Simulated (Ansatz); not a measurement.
**What CaTiSe3 (model cell, started as cubic perovskite with Ti in the octahedra) distorts into**

Aim: this structure of CaTiSe3 (model cell, started as cubic perovskite with Ti in the octahedra) is to be tested for unstable modes, and one is followed downhill.

Method: DFT PBEsol, scalar-relativistic, plane waves, PAW; PAW set soft_1, in Ansatz 0.2.0.

The structure was built from a prototype and need not be the compound's stable phase.

## Step 1: Starting point

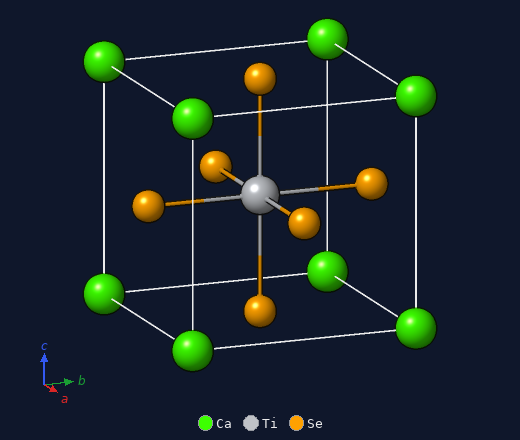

The cell as given, slightly off an axis (calcium green, titanium light grey, selenium orange). Some periodic images of atoms are drawn too.

## Step 2: Response at finite wavevector

The cell comes from relaxations at this level that are not shown. Stability and thermal properties need the whole zone. Linear response on a 2×2×2 q mesh gives force constants as far as a supercell of that size would.

The input, input.yaml:

```yaml
crystal:
  lattice:
    - [4.9205037157, 0.0, 0.0]
    - [0.0, 4.9205037157, 0.0]
    - [0.0, 0.0, 4.9205037157]
  atoms:
    - { symbol: Ca, position: [0.0, 0.0, 0.0] }
    - { symbol: Ti, position: [0.5, 0.5, 0.5] }
    - { symbol: Se, position: [0.5, 0.5, 0.0] }
    - { symbol: Se, position: [0.5, 0.0, 0.5] }
    - { symbol: Se, position: [0.0, 0.5, 0.5] }
kpoints:
  mp_grid: { grid: [8, 8, 8] }
hamiltonian:
  xc: pbesol
  pseudopotentials: { kind: paw, azcp: { folder: soft_1 }, xc_functional: pbe }
scf:
  occupations: { method: methfessel_paxton, width: 0.2 }
output:
  eigenvalues: true
phonons:
  method: dfpt
  qmesh: [2, 2, 2]
  temperatures: { t_max: 1000, t_step: 50 }
  qpath:
    path:
      - [[0.0, 0.0, 0.0], [0.0, 0.5, 0.0], [0.5, 0.5, 0.0], [0.0, 0.0, 0.0], [0.5, 0.5, 0.5], [0.0, 0.5, 0.0]]
      - [[0.5, 0.5, 0.5], [0.5, 0.5, 0.0]]
    npoints: 10
```

Launch:

```
$ ansatz run input.yaml --threads 4 --pin off --max-ram 16384MiB --backend cpu --events-out ev --progress --plain --runs-dir out
```

Numbers of over 12 decimals in the logs are rounded to 6 here.

The program printed:

```text
Engine: ansatz 0.2.0, aarch64-unknown-linux-gnu
Pseudopotentials: kind: paw
Pseudopotential: Ca, paw, valence charge 10, recommended cutoff 420 eV (normal), soft_1/Ca.paw.azcp
Pseudopotential: Ti, paw, valence charge 12, recommended cutoff 420 eV (normal), soft_1/Ti.paw.azcp
Pseudopotential: Se, paw, valence charge 16, recommended cutoff 420 eV (normal), soft_1/Se.paw.azcp
Functional definition: PBEsol
  exchange = pbesol_x
  correlation = pbesol_c
Crystal: 5 atoms, lattice volume = 119.132 Å³
Basis set: ecut = 420 eV, 2325 PW (Γ), exchange–correlation on 72×72×72 points (8 copies of the dense FFT grid, shifted against one another)
Bands: 42, of which v1, the nominal top of the filled ones, is band 35 counted from 1 (34 counted from 0)
Symmetry: 48 space group operations
k-points: 35 of 512
Non-local potential: Ca, projectors of the file, l = 0: 3, l = 1: 2, l = 2: 2
Non-local potential: Ti, projectors of the file, l = 0: 3, l = 1: 2, l = 2: 3, l = 3: 1
Non-local potential: Se, projectors of the file, l = 0: 2, l = 1: 2, l = 2: 3, l = 3: 1
PAW form: soft (Blöchl's): semilocal exchange-correlation on the pseudo side does not see the compensation charge
PAW frozen core: Ca, regenerated for the run's functional, and the local potential with it (the file was generated under x = pbe(κ = 0.804, μ = 0.219515), c = pbe(β = 0.066725))
PAW frozen core: Ti, regenerated for the run's functional, and the local potential with it (the file was generated under x = pbe(κ = 0.804, μ = 0.219515), c = pbe(β = 0.066725))
PAW frozen core: Se, regenerated for the run's functional, and the local potential with it (the file was generated under x = pbe(κ = 0.804, μ = 0.219515), c = pbe(β = 0.066725))
PAW one-centre angular grid: Ca, 110 points (default); XC on 64 Gauss nodes
PAW one-centre angular grid: Ti, 590 points (default); XC on 64 Gauss nodes
PAW one-centre angular grid: Se, 590 points (default); XC on 64 Gauss nodes
Initial density: superposition of atomic densities (chi_scale 0.1, normalization cell, long waves kept (reshape's long-wave potential 0.00 eV rms))
Initial wavefunctions: pseudopotential atomic-orbital guess
Functional: x = pbesol(κ = 0.804, μ = 0.123457), c = pbesol(β = 0.046)
SCF iter   1: F=—  HF=-20548.852569 eV  |F-HF|=—  |Δ(HF+E_count)|=         —  Δρ=1.06e-1  dr2=2.61e1  ethr=3.10e-3  ⟨swp⟩=6.9  Hψ=5603  notcnv=0
preconditioner: auto → Kerker (q_TF=auto, 2.497 Å⁻¹)  [metal: Δε(μ)=0.059 eV  Ē_g=6.186 eV  σ=0.200 eV  W_gap=0.25  n_scr=26 (ndim 8)  ℏωp=16.7 eV  f_vac=0.000  D(μ)=3.87/eV (n_scr^D=26)]
SCF iter   2: F=—  HF=-20546.801212 eV  |F-HF|=—  |Δ(HF+E_count)|=    2.05e0  S|Δr|=    0.00e0  Δρ=5.34e-2  dr2=7.10e0  ethr=3.10e-3  ⟨swp⟩=3.0  Hψ=2600  notcnv=0  defer=3
SCF iter   3: F=—  HF=-20546.045561 eV  |F-HF|=—  |Δ(HF+E_count)|=   7.56e-1  S|Δr|=    0.00e0  Δρ=8.66e-3  dr2=1.38e-1  ethr=3.10e-3  ⟨swp⟩=3.3  Hψ=2263  notcnv=0  defer=3
SCF iter   4: F=—  HF=-20546.032940 eV  |F-HF|=—  |Δ(HF+E_count)|=   1.26e-2  S|Δr|=    0.00e0  Δρ=3.33e-3  dr2=1.63e-2  ethr=1.97e-4  ⟨swp⟩=2.1  Hψ=3061  notcnv=0  defer=14
SCF iter   5: F=—  HF=-20546.032086 eV  |F-HF|=—  |Δ(HF+E_count)|=   8.54e-4  S|Δr|=    0.00e0  Δρ=1.18e-3  dr2=2.32e-3  ethr=2.33e-5  ⟨swp⟩=2.0  Hψ=2632  notcnv=0  defer=14
SCF iter   6: F=—  HF=-20546.032170 eV  |F-HF|=—  |Δ(HF+E_count)|=   8.40e-5  S|Δr|=    0.00e0  Δρ=5.09e-4  dr2=4.70e-4  ethr=3.31e-6  ⟨swp⟩=2.0  Hψ=2101  notcnv=0  defer=14
SCF iter   7: F=—  HF=-20546.032246 eV  |F-HF|=—  |Δ(HF+E_count)|=   7.62e-5  S|Δr|=    0.00e0  Δρ=1.29e-4  dr2=4.01e-5  ethr=6.71e-7  ⟨swp⟩=2.0  Hψ=1863  notcnv=0  defer=14
SCF iter   8: F=—  HF=-20546.032248 eV  |F-HF|=—  |Δ(HF+E_count)|=   1.76e-6  S|Δr|=    0.00e0  Δρ=5.23e-5  dr2=6.04e-6  ethr=5.72e-8  ⟨swp⟩=2.1  Hψ=1721  notcnv=0  defer=14
SCF iter   9: F=—  HF=-20546.032245 eV  |F-HF|=—  |Δ(HF+E_count)|=   2.54e-6  S|Δr|=    0.00e0  Δρ=1.09e-5  dr2=2.75e-7  ethr=8.62e-9  ⟨swp⟩=2.0  Hψ=2039  notcnv=0  defer=14
SCF iter  10: F=—  HF=-20546.032245 eV  |F-HF|=—  |Δ(HF+E_count)|=   3.96e-8  S|Δr|=    0.00e0  Δρ=3.44e-6  dr2=2.47e-8  ethr=3.92e-10  ⟨swp⟩=2.0  Hψ=2628  notcnv=0  defer=16
SCF iter  11: F=—  HF=-20546.032245 eV  |F-HF|=—  |Δ(HF+E_count)|=   2.06e-9  S|Δr|=    0.00e0  Δρ=1.04e-6  dr2=2.67e-9  ethr=3.52e-11  ⟨swp⟩=3.0  Hψ=2775  notcnv=0  defer=16
SCF iter  12: F=—  HF=-20546.032245 eV  |F-HF|=—  |Δ(HF+E_count)|=  8.73e-11  S|Δr|=    0.00e0  Δρ=3.13e-7  dr2=1.60e-10  ethr=3.81e-12  ⟨swp⟩=2.1  Hψ=1815  notcnv=0  defer=16
SCF iter  13: F=—  HF=-20546.032245 eV  |F-HF|=—  |Δ(HF+E_count)|=  3.27e-11  S|Δr|=    0.00e0  Δρ=1.08e-7  dr2=1.84e-11  ethr=1.00e-12  ⟨swp⟩=1.2  Hψ=1515  notcnv=0  defer=16
SCF iter  14: F=-20546.032245 eV  HF=-20546.032245 eV  |F-HF|=3.64e-12  |Δ(HF+E_count)|=  7.28e-12  S|Δr|=    0.00e0  Δρ=1.85e-8  dr2=4.29e-13  ethr=1.00e-12  ⟨swp⟩=8.8  Hψ=7305  notcnv=0
SCF 1 converged in 14 iterations: F = -20546.032245 eV  dr2 = 4.29e-13
  greatest PAW one-centre occupation: 1.000 electrons in one spin orbital (limit 2), on the Se atom at site 3 (counted from 0), in its partial waves of l = 2
Initial density: read from a saved state, or passed on in memory by an earlier SCF of this step, an earlier step, the calling program or the single point that the run made first
iter 1 solved again at ethr=1.80e-7 eV; its pass at ethr=3.10e-3 eV (dr2=1.26e-4 eV) is discarded
SCF iter   1: F=—  HF=-20546.032246 eV  |F-HF|=—  |Δ(HF+E_count)|=         —  Δρ=2.69e-7  dr2=4.54e-11  ethr=1.80e-7  ⟨swp⟩=3.2  Hψ=9330  notcnv=0
eigensolver tolerance schedule: the retry pair's looser diagonalisation over-reported the residual by 2773667.85 of it (diagonalisation noise at an unbounded share of the residual, at the tolerance the schedule requests for it); recorded, not acted on — ethr = c·dr2/N_el stays at c = 1.0e-1
preconditioner: auto → LDOS  [metal: Δε(μ)=0.102 eV  Ē_g=7.233 eV  σ=0.200 eV  W_gap=0.41  n_scr=26 (ndim 8)  ℏωp=16.7 eV  f_vac=0.012  D(μ)=2.28/eV (n_scr^D=18)  β→1.0]
SCF iter   2: F=—  HF=-20546.032245 eV  |F-HF|=—  |Δ(HF+E_count)|=   9.21e-7  S|Δr|=    0.00e0  Δρ=3.41e-7  dr2=8.90e-11  ethr=1.00e-12  ⟨swp⟩=3.7  Hψ=4156  notcnv=0
SCF iter   3: F=—  HF=-20546.032245 eV  |F-HF|=—  |Δ(HF+E_count)|=  5.09e-11  S|Δr|=    0.00e0  Δρ=1.56e-7  dr2=1.55e-11  ethr=1.00e-12  ⟨swp⟩=1.0  Hψ=1470  notcnv=0
SCF iter   4: F=-20546.032245 eV  HF=-20546.032245 eV  |F-HF|=3.64e-12  |Δ(HF+E_count)|=  3.64e-12  S|Δr|=    0.00e0  Δρ=1.06e-7  dr2=6.72e-12  ethr=1.00e-12  ⟨swp⟩=3.3  Hψ=3224  notcnv=0
SCF 2 converged in 4 iterations: F = -20546.032245 eV  dr2 = 6.72e-12
  greatest PAW one-centre occupation: 1.000 electrons in one spin orbital (limit 2), on the Se atom at site 2 (counted from 0), in its partial waves of l = 2
phonons: the bands overlap, so this run is a metal and interpolates without the dipole-dipole term. If the crystal is really an insulator or semiconductor, its LO-TO splitting is missing
NSCF: frozen V_eff on 35 k-points
NSCF: frozen V_eff on 125 k-points
DFPT response loops at q = (0, 0, 0) (fractional): preconditioner auto → Kerker (q_TF=auto, 2.497 Å⁻¹) (partly filled bands, converged f_vac=0.012); β = 1.00, the filter's whole step (`scf.mixing.beta` (0.50) is not read by the response loops under this deck's `scf.mixing.preconditioner`; to damp them name `kerker` or `kerker_dos`, under which they read `scf.mixing.beta`, and type it under 1.00, their step now; both keys bind the ground state too); Broyden in place of MSR1
NSCF: frozen V_eff on 250 k-points
DFPT response loops at q = (0, 0, -0.5) (fractional): mixed as the last ones told, above
NSCF: frozen V_eff on 250 k-points
DFPT response loops at q = (0, -0.5, -0.5) (fractional): mixed as the last ones told, above
NSCF: frozen V_eff on 250 k-points
DFPT response loops at q = (-0.5, -0.5, -0.5) (fractional): mixed as the last ones told, above
SCF converged after 14 iterations
Stability not checked: this state was not tested for a lower state beside it, because cold or Methfessel-Paxton smearing, or corrected tetrahedra, fill the levels in a way that the test cannot read (fill_not_monotonic; see scf.lower_state_search)
Free energy (F): -20546.032245 eV
Harris-Foulkes:  -20546.032245 eV  (|F-HF|=3.64e-12)
Internal energy: -20546.032627 eV  (E = F + TS)
E sigma→0 (E₀):  -20546.032341 eV
Entropy (-TS):   0.000382 eV (0.076 meV/atom)
Fermi energy:    8.852161 eV
Step filling:    the computed levels leave a gap of 0.0225 eV = 0.1 smearing widths at the electron count; against every level under it full and every level over it empty, smearing changes F+E_penalty+E_count by +2.624 meV and its σ→0 estimate by +2.528 meV
--- Per-component energies (eV) ---
  E_band       = -1474.259303
  E_kinetic    = 867.825111
  E_local      = -10196.540249  (includes V_loc(G=0)·N_el)
  E_nonlocal   = -907.400703
  E_hartree    = 5074.779067
  E_xc         = -497.133073
  E_vxc        = -576.008444  (∫ρ·V_xc dr)
  E_paw        = -8118.587036  (= ΣΔE_a)
  E_vpaw       = -811.692027  (= ΣTr[D̂ρ^β])
  E_aug_tail   = -0.001177  (compensation charges beyond the density's cutoff)
  E_ewald      = -6772.258102
  E_core_change = 3.283534  (= ΣΔE_core)
  E_smearing   = 0.000382  (= −TS)
  E_closure    = 0.000000  (closes the sum)
  Σ components = -20546.032245   (vs F -20546.032245, Δ=0.00e0)
--- Band table (eV; the first three rows and the last of 35) ---
  k-point 0: bands = [... 31 lower, 7.4615, 8.3525, 8.3525, 8.3525, 8.4259, 8.4259, 8.4259, 9.7084, ... 3 higher]
  k-point 1: bands = [... 31 lower, 7.2760, 7.7641, 8.1581, 8.1581, 8.3670, 8.9785, 8.9785, 9.7554, ... 3 higher]
  k-point 2: bands = [... 31 lower, 6.7465, 6.9140, 8.0775, 8.0775, 8.4028, 9.6191, 9.6191, 9.8121, ... 3 higher]
  k-point 34: bands = [... 31 lower, 5.1082, 9.0991, 9.0991, 9.0991, 10.1272, 10.1605, 10.1605, 10.1605, ... 3 higher]
--- Phonons (Γ-DFPT): 4 representative perturbations + reference (Σ response iterations 13) ---
  ASR residual: 3.054e-5 → 0.000e0 eV/Å²; symmetrization residual: 1.033e-5 eV/Å²
  ASR residual per site (eV/Å²): 3.05e-5 1.55e-5 7.94e-6 7.94e-6 7.94e-6
  Γ frequencies (cm⁻¹): -96.72 -96.72 -96.72 -57.43 -57.43 -57.43 -45.76 -45.76 -45.76 0.00 0.00 0.00 260.03 260.03 260.03
--- Phonons (arbitrary-q DFPT): 4 irreducible q on the 2×2×2 mesh ---
  q = [0.0000, 0.0000, 0.0000] (star 1, of the zone-centre solve; hermiticity 1.66e-6, symmetrization 6.13e-12): -96.72 -96.72 -96.72 -57.43 -57.43 -57.43 -45.76 -45.76 -45.76 -0.00 -0.00 0.00 260.03 260.03 260.03
  q = [0.0000, 0.0000, -0.5000] (star 3, 9 solved perturbations in 975 linear systems a pass and spin channel, the states on 125 of 512 k-point pairs; hermiticity 9.67e-7, symmetrization 2.54e-12): -87.32 -87.32 -54.95 -54.95 -45.02 -40.60 -40.60 -9.67 69.94 69.94 81.86 240.64 248.51 258.63 258.63
  q = [0.0000, -0.5000, -0.5000] (star 3, 9 solved perturbations in 975 linear systems a pass and spin channel, the states on 125 of 512 k-point pairs; hermiticity 1.08e-6, symmetrization 5.55e-13): -101.09 -91.02 -91.02 -68.10 -61.60 62.17 62.17 63.80 63.80 120.44 143.41 243.41 243.41 257.97 265.16
  q = [-0.5000, -0.5000, -0.5000] (star 1, 4 solved perturbations in 350 linear systems a pass and spin channel, the states on 125 of 512 k-point pairs; hermiticity 2.67e-7, symmetrization 2.92e-12): -103.76 -103.76 -103.76 -88.73 -88.73 -88.73 73.10 73.10 115.40 115.40 115.40 243.57 243.57 243.57 279.80
  sum rule: each row above includes the acoustic sum rule's correction from the zone centre's row sums; it moved no ω² by more than (0.46 cm⁻¹)²
  mesh force constants: q→R imaginary residual 4.11e-18; ASR residual 3.054e-5 → 0.000e0 eV/Å²; symmetrization residual 8.882e-15 eV/Å²
  interpolated dispersion: 62 rows × 15 modes
  density of states and harmonic sums: on the 14×14×14 q-mesh, interpolated from the force constants of a 2×2×2 supercell (no non-analytic term)
  largest difference from the sums on the solved wave vectors: F 2.33e-1 eV, S 3.19e-4 and C_V 8.71e-5 eV/K
  zero-point energy: 0.084999 eV/cell   skipped modes (ω ≤ 0): 749, of them read as no rigid motion or as one in doubt: 746 (6.116e0 modes/cell left out, lowest -103.76 cm⁻¹)   left out of the sums: 4.08e-1 of the cell's modes: C_V's classical limit lies that fraction below 3 k_B per atom; for a crystal, a wire or a layer, F and S can be off by more, and a phonons.interpolated_qmesh denser along its periods is the remedy for the sampling
```

Elapsed: 7.6 min, on 4 threads of Arm Neoverse V1, shared host; peak memory 1.9 GiB; 30 min of CPU time.

The column dr2 measures how far the density is from self-consistency, as an energy; F and HF (Harris–Foulkes) agree once it is small.

Numbers from this step:

| Property | Result |
| --- | --- |
| volume per atom | 23.83 Å³ |
| gap on the k-mesh | 0 eV |
| sum-rule residual before enforcement | 3.05e-5 eV/Å² |
| lowest frequency on the path | -103.8 cm⁻¹ |
| point group | m-3m |
| highest frequency on the path or at a solved wavevector | 288.5 cm⁻¹ |
| highest optical mode at the zone centre (no LO-TO term) | 260.0 cm⁻¹ |
| lowest optical zone-centre mode | -96.72 cm⁻¹ |
| lowest mode on the q mesh (acoustic modes at Γ apart) | -103.8 cm⁻¹ |

Frequencies (cm⁻¹) solved at each irreducible wavevector; negative means imaginary. Frequencies by wavevector, by row:

```tsv
q in reciprocal lattice units	star	mode 1	mode 2	mode 3	mode 4	mode 13	mode 14	mode 15
0 0 0	1	-96.7	-96.7	-96.7	-57.4	260	260	260
0 0 -0.5	3	-87.3	-87.3	-55	-55	248.5	258.6	258.6
0 -0.5 -0.5	3	-101.1	-91	-91	-68.1	243.4	258	265.2
-0.5 -0.5 -0.5	1	-103.8	-103.8	-103.8	-88.7	243.6	243.6	279.8
```

Interpolated from a 2×2×2 q mesh. Phonon branches along the path, in cm⁻¹:

```tsv
point	branch 1	branch 2	branch 3	branch 4	branch 12	branch 13	branch 14	branch 15
Γ	-97	-97	-97	-57	0	260	260	260
X	-87	-87	-55	-55	241	248	259	259
M	-101	-91	-91	-68	243	243	258	265
Γ	-97	-97	-97	-57	0	260	260	260
R	-104	-104	-104	-89	244	244	244	280
X	-87	-87	-55	-55	241	248	259	259
jump to R	-104	-104	-104	-89	244	244	244	280
M	-101	-91	-91	-68	243	243	258	265
```

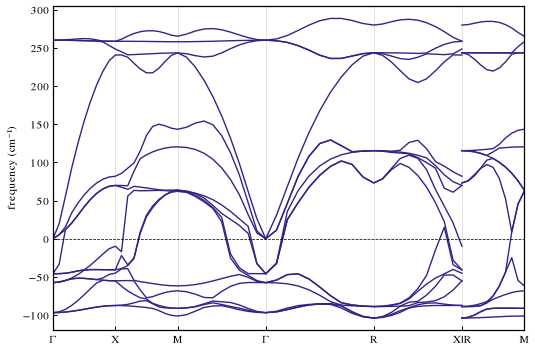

Phonon branches along the path.

Symmetry leaves 4 wavevectors to solve. The lowest mode among them, the acoustic zeros apart, lies at q = (-0.5, -0.5, -0.5) and is imaginary, 103.8i cm⁻¹, so the energy falls along it.

## Step 3: The mode frozen in, largest atomic shift 0 Å

The mode followed lies at q = (0, -0.5, -0.5) with frequency 101.1i cm⁻¹, one of the unstable modes though not the softest. At small amplitude the distorted cell has space group no. 127 by a symmetry search on the positions. The undistorted cell that holds it gives the zero of energy on the same k mesh.

System of this step: CaTiSe3 (model cell, started as cubic perovskite with Ti in the octahedra). Symmetry: Pm-3m, No. 221, cubic system. Conventional cell: a = 4.921 Å, b = 4.921 Å, c = 4.921 Å, α = 90.00°, β = 90.00°, γ = 90.00°. Nearest to Ca lie 12 Se at 3.48 Å. Nearest to Ti lie 6 Se at 2.46 Å. Se has 2 Ti at 2.46 Å and 4 Ca at 3.48 Å nearest. Nearest to Se lie 2 Ti at 2.46 Å and 4 Ca at 3.48 Å. Farther neighbours and most contacts between anions are not listed.

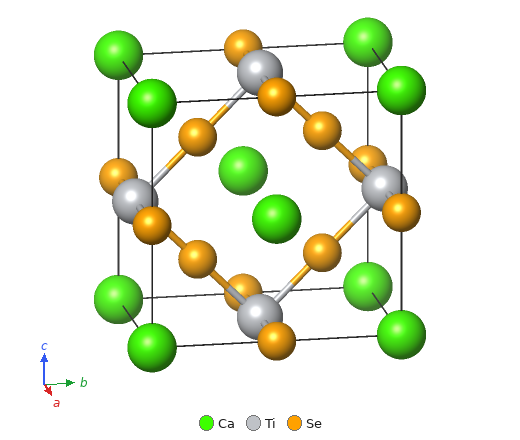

The cell of this step (calcium green, titanium light grey, selenium orange). Some periodic images of atoms are drawn too.

The input, input.yaml:

```yaml
crystal:
  lattice:
    - [-4.9205037157, 0.0, 0.0]
    - [0.0, -4.9205037157, -4.9205037157]
    - [0.0, -4.9205037157, 4.9205037157]
  atoms:
    - { symbol: Ca, position: [0.0, 0.5, 0.5] }
    - { symbol: Ca, position: [0.0, 0.0, 0.0] }
    - { symbol: Ti, position: [0.5, 0.0, 0.5] }
    - { symbol: Ti, position: [0.5, 0.5, 0.0] }
    - { symbol: Se, position: [0.5, 0.25, 0.25] }
    - { symbol: Se, position: [0.5, 0.75, 0.75] }
    - { symbol: Se, position: [0.5, 0.25, 0.75] }
    - { symbol: Se, position: [0.5, 0.75, 0.25] }
    - { symbol: Se, position: [0.0, 0.0, 0.5] }
    - { symbol: Se, position: [0.0, 0.5, 0.0] }
kpoints:
  mp_grid: { grid: [8, 6, 6] }
hamiltonian:
  xc: pbesol
  pseudopotentials: { kind: paw, azcp: { folder: soft_1 }, xc_functional: pbe }
scf:
  occupations: { method: methfessel_paxton, width: 0.2 }
output:
  forces: true
  stress: true
  eigenvalues: true
```

The program printed:

```text
[...]
Crystal: 10 atoms, lattice volume = 238.264 Å³
Basis set: ecut = 420 eV, 4685 PW (Γ), exchange–correlation on 72×96×96 points (8 copies of the dense FFT grid, shifted against one another)
Bands: 84, of which v1, the nominal top of the filled ones, is band 70 counted from 1 (69 counted from 0)
Symmetry: 32 space group operations
[...]
k-points: 50 of 288
[...]
k-point 0: bands = [... 66 lower, 8.3747, 8.3747, 8.3787, 8.4250, 8.4263, 8.4263, 8.9076, 9.7303, ... 10 higher]
  k-point 1: bands = [... 66 lower, 7.8845, 7.9757, 8.1497, 8.6887, 8.7208, 8.8122, 8.8186, 9.8630, ... 10 higher]
  k-point 2: bands = [... 66 lower, 7.3852, 7.5476, 7.7879, 8.3022, 9.1740, 9.1913, 9.2205, 9.7204, ... 10 higher]
  k-point 49: bands = [... 66 lower, 6.3211, 6.3211, 8.9052, 8.9052, 9.9589, 9.9589, 10.1346, 10.1346, ... 10 higher]
[key lines of the parts left out:]
SCF converged after 10 iterations
Free energy (F): -41092.072839 eV
Fermi energy:    8.829156 eV
P = ⅓ Tr σ = -0.0401 GPa (-0.401 kbar)
```

Wall time 17 s (4 threads); peak memory 1.2 GiB.

Numbers from this step:

```
pressure                         : -0.04014 GPa
energy from the undistorted cell : 0 meV/atom
```

The run ends at a pressure of -0.04 GPa.

## Step 4: The mode frozen in, largest atomic shift 0.6 Å

The atoms are moved along the unstable eigenvector, the largest shift by 0.6 Å, with the cell fixed.

input.yaml, the sections that differ from step 3:

```yaml
crystal:
  lattice:
    - [-4.9205037157, 0.0, 0.0]
    - [0.0, -4.9205037157, -4.9205037157]
    - [0.0, -4.9205037157, 4.9205037157]
  atoms:
    - { symbol: Ca, position: [0.0, 0.5, 0.5] }
    - { symbol: Ca, position: [0.0, 0.0, 0.0] }
    - { symbol: Ti, position: [0.5, 0.0, 0.5] }
    - { symbol: Ti, position: [0.5, 0.5, 0.0] }
    - { symbol: Se, position: [0.5, 0.1890306324, 0.1890306324] }
    - { symbol: Se, position: [0.5, 0.8109693676, 0.8109693676] }
    - { symbol: Se, position: [0.5, 0.3109693676, 0.6890306324] }
    - { symbol: Se, position: [0.5, 0.6890306324, 0.3109693676] }
    - { symbol: Se, position: [0.0, 0.0, 0.5] }
    - { symbol: Se, position: [0.0, 0.5, 0.0] }
# kpoints, hamiltonian, scf, output: as in step 3
```

The program printed:

```text
[...]
Crystal: 10 atoms, lattice volume = 238.264 Å³
Basis set: ecut = 420 eV, 4685 PW (Γ), exchange–correlation on 72×96×96 points (8 copies of the dense FFT grid, shifted against one another)
Bands: 84, of which v1, the nominal top of the filled ones, is band 70 counted from 1 (69 counted from 0)
Symmetry: 16 space group operations
[...]
k-points: 50 of 288
[...]
k-point 0: bands = [... 66 lower, 7.5067, 8.0706, 8.2390, 8.2390, 8.4411, 8.4411, 8.4702, 9.1253, ... 10 higher]
  k-point 1: bands = [... 66 lower, 7.5060, 7.7459, 7.8250, 8.1321, 8.4500, 8.5519, 8.8700, 9.4285, ... 10 higher]
  k-point 2: bands = [... 66 lower, 7.2523, 7.3453, 7.7270, 7.8386, 8.8271, 8.9042, 9.2170, 9.4332, ... 10 higher]
  k-point 49: bands = [... 66 lower, 6.3379, 6.3379, 8.2802, 8.2802, 9.4199, 9.4199, 9.7571, 9.7571, ... 10 higher]
[key lines of the parts left out:]
SCF converged after 11 iterations
Free energy (F): -41093.289065 eV
Fermi energy:    8.479154 eV
P = ⅓ Tr σ = -1.6291 GPa (-16.291 kbar)
```

It took 18 s on 4 threads; peak memory 1.2 GiB; 72 s of CPU time.

Numbers from this step:

```
pressure                         : -1.629 GPa
energy from the undistorted cell : -121.8 meV/atom
```

The energy, extrapolated to zero smearing, is -121.83 meV/atom against the undistorted cell.

The run ends at a pressure of -1.63 GPa, with forces up to 0.46 eV/Å.

(Continued in part 2 of 3.)

[Logs are printed without paths, hosts, clocks, repeated set-up lines and the standing remarks that a program may print on its own settings, such as how far it seeks lower states.]

[Hosts, paths, dates, database ids (printed as entryN), source tags and the programs' standing remarks are cut or masked in the printed files.]
